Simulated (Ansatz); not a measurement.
Consider CsPbCl3 in the cubic perovskite structure (space group Pm-3m, No. 221; a = 5.674 Å).

The change: cell and atoms relaxed at a pressure of 3 GPa.

Method: r2SCAN, PAW, 500 eV (Ansatz, an electronic-structure program; no spin-orbit coupling).

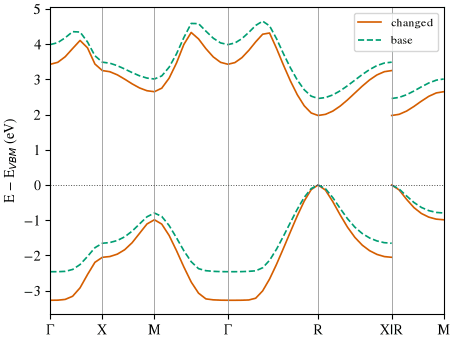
*Highest valence and lowest conduction band along the path, each from its own valence-band maximum*

From the figure, how large is the changed gap, and is it direct?

About 2.0 eV, direct at R.

With Pb present, leaving out spin-orbit coupling can change the band edges. Load acts through the strain it causes; cell and atoms are relaxed under it. Whether these cells are dynamically stable was not tested. Many cubic perovskites are stable only at high temperature; tilts and polar distortions were not tested. This is not the structure that CsPbCl3 has at room temperature and ambient pressure.
